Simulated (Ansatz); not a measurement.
Input file:

```
crystal:
  lattice:
    - [4.3149047, 0.0, 0.0]
    - [0.0, 4.3149047, 0.0]
    - [0.0, 0.0, 12.2076472]
  atoms:
    - { symbol: Sn, position: [0.0, 0.0, 0.748645] }
    - { symbol: Sn, position: [0.0, 0.0, 0.251355] }
    - { symbol: Sn, position: [0.5, 0.5, 0.5] }
    - { symbol: Pb, position: [0.5, 0.5, 0.0] }
    - { symbol: Se, position: [0.0, 0.0, 0.0] }
    - { symbol: Se, position: [0.5, 0.5, 0.253857] }
    - { symbol: Se, position: [0.0, 0.0, 0.5] }
    - { symbol: Se, position: [0.5, 0.5, 0.746143] }
basis:
  ecutwfc: 500
kpoints:
  mp_grid: { grid: [8, 8, 4] }
  band_path:
    path:
      - [[0.0, 0.0, 0.0], [0.0, 0.5, 0.0], [0.5, 0.5, 0.0], [0.0, 0.0, 0.0], [0.0, 0.0, 0.5], [0.0, 0.5, 0.5], [0.5, 0.5, 0.5], [0.0, 0.0, 0.5]]
      - [[0.0, 0.5, 0.0], [0.0, 0.5, 0.5]]
      - [[0.5, 0.5, 0.0], [0.5, 0.5, 0.5]]
    npoints: 14
hamiltonian:
  xc: r2scan
scf:
  occupations: { method: gaussian, width: 0.01 }
  n_extra_bands: 20
output:
  forces: true
  stress: true
  eigenvalues: true
  populations: true
  dos: { projected: true, de: 0.02, nscf_kmesh: { grid: [10, 10, 5] } }
  bader: true
  write_density: true
  write_potential: true
  elf: true
  volumetric_format: npy
```

Launched as:

```sh
ansatz run input.yaml --threads 4 --pin off --max-ram 8192MiB --backend cpu --events-out ev --progress --plain --runs-dir out
```

Below, planes, directions and counts refer to the conventional cell (a = 4.31 Å, b = 4.31 Å, c = 12.21 Å, α = 90.00°, β = 90.00°, γ = 90.00°).

Space group P4/mmm; a structure generated by program, which may or may not match a known phase.

Computed with Ansatz 0.2.0, DFT r2SCAN, scalar-relativistic, plane waves, PAW.

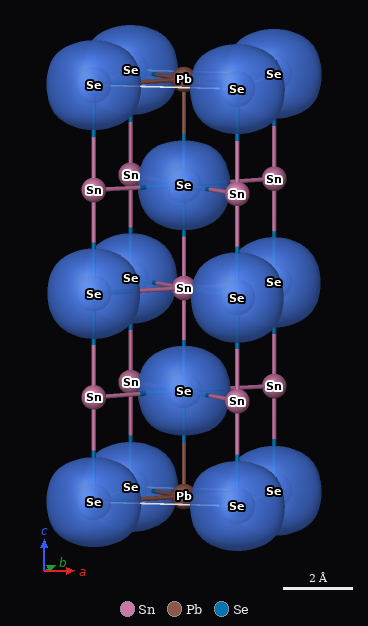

Sn3PbSe4. Isosurface of the ELF at 0.6 (blue), seen slightly off an axis. Only the valence region is drawn (cores and ρ < 0.01 e/Å³ removed). Sticks mark near contacts.

In a PAW calculation such maps are meaningful between the atoms, not at the nuclei.

**Describe the localisation domains.**

At this value the surface marks out four regions wrapped around Se (the valence shell of each), counted in one cell of 8 atoms. Any copies at cell faces, edges or corners count once. Along the contacts the grid gives the following. Sn–Se (3.00 Å): the ELF is about 0.40 at the midpoint and 0.30 at its lowest between the atoms. Pb–Se (3.05 Å): the ELF is about 0.30 at the midpoint.

**What Bader charges does the calculation give?**

Electrons move from Sn and Pb towards Se. Bader charges: Sn +0.93, Pb +0.95 and Se −0.93 e.
